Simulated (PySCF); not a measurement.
**C5H8B2S: electronic excitations**

What electronic excitations should C5H8B2S (`CSC1=CBC=CB1`) show?

Programs: PySCF 2.14.0, with density-fitted response routines of our own. Each step states its level of theory. These are calculated values for one molecule in the gas phase, unless marked as measured. Atoms count from 0, in the outputs and in this text.

## 1. The molecule as given

16 atoms, charge 0, multiplicity 1; geometry from: GFN2-xTB.

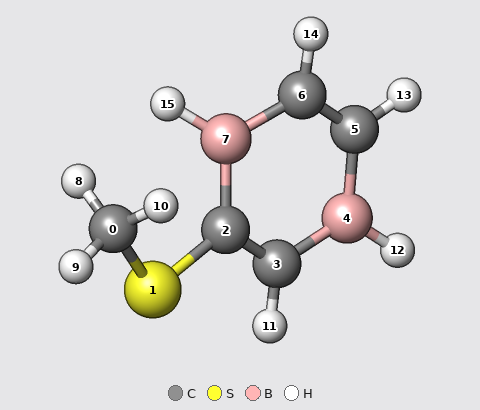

As it starts; carbon grey, sulfur yellow, boron pink, hydrogen white, atoms numbered.

## 2. TDDFT and polarisability: CAM-B3LYP/def2-SVPD

What the job is given:

```
{"job": {"kind": "uv", "xc": "CAM-B3LYP", "basis": "def2-SVPD", "nstates": 8, "ntriplets": 3}, "charge": 0, "multiplicity": 1}
C     -2.945656    -0.442841     0.055316
S     -1.672274    -1.418681    -0.802002
C     -0.175941    -0.573631    -0.410323
C      0.998510    -1.199491    -0.686015
B      2.337329    -0.599507    -0.242340
C      2.320598     0.800675     0.442467
C      1.158897     1.441117     0.679575
B     -0.137302     0.916505     0.029329
H     -3.086199     0.508878    -0.447192
H     -3.860409    -1.025380     0.005805
H     -2.651981    -0.291738     1.088829
H      0.946939    -2.183784    -1.141865
H      3.324733    -1.229015    -0.300380
H      3.243975     1.253651     0.793887
H      1.173733     2.388146     1.212759
H     -0.982549     1.664039    -0.289261
```

With the program's defaults for keys left out, this is: TDDFT CAM-B3LYP/def2-SVPD, vertical, gas phase, core orbitals frozen in the response.

Launch:

```bash
$ OMP_NUM_THREADS=1 python probes_run.py task.json out
```

This one command runs all jobs of the session in turn.

Predict these results of the whole session: lowest singlet (CAM-B3LYP/def2-SVPD); brightest single state of those computed; lowest triplet.

As calculated:

| quantity | value |
| --- | --- |
| lowest singlet (CAM-B3LYP/def2-SVPD) | 2.36 eV (525 nm), f = 0.032 |
| brightest single state of those computed | state 8, 5.63 eV, f = 0.186 |
| lowest triplet | 1.55 eV |

In words: The first singlet state (HOMO→LUMO 0.92) lies at 2.36 eV and is weak; of the 8 states computed, the strongest absorption comes from state 8 at 5.63 eV (the last computed, so partners may be missing). State 1 absorbs in the visible (525 nm). The lowest triplet lies 0.81 eV below the lowest singlet (triplets in Tamm-Dancoff, singlets in full TDDFT).
